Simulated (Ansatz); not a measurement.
Ge (diamond structure), cut as (100) film, 6 layers, 2x1 monohydride

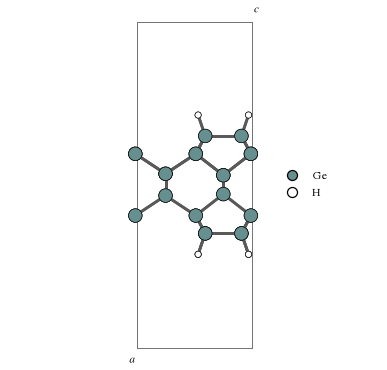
Figure. Structure after relaxation, one periodic cell

These are PBE (plane waves to 420 eV, PAW; Ansatz, a program for electronic structure) values and carry that method's errors.

- change of bonding against the cut: none
- number of neighbours within 2.968 Å (ending not counted): 3 for 8 atoms, 4 for 16 atoms
- mean Ge-Ge distance (least to greatest): 2.501 Å (2.433 to 2.554)
